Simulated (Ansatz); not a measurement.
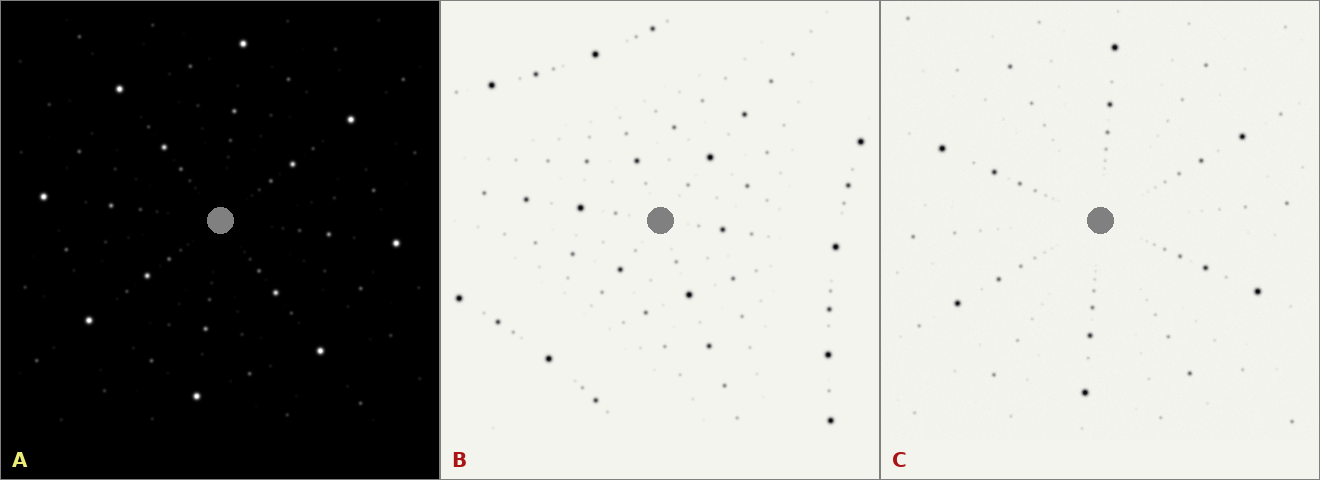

Simulated back-reflection Laue patterns (white X-rays, 0.45 to 2.2 Å, flat plate covering ±45° about the beam, kinematic intensities, seen from the source). Crystal: Mo, space group Im-3m (No. 229), a = 3.161 Å. Structure: the input geometry of an electronic-structure calculation (not necessarily at equilibrium).

```json
{"atom": "Mo", "site": "2a", "symmetry": "m-3m", "x": "0.0000", "y": "0.0000", "z": "0.0000"}
```

### The directions [001], [110], [111] point towards the source, in some order. Which is which?

A: [001], symmetry 4mm (a fourfold axis with mirror lines). B: [111], symmetry 3m (a threefold axis with three mirror lines). C: [110], symmetry 2mm (a twofold axis with two mirror lines). The Laue class is m-3m.
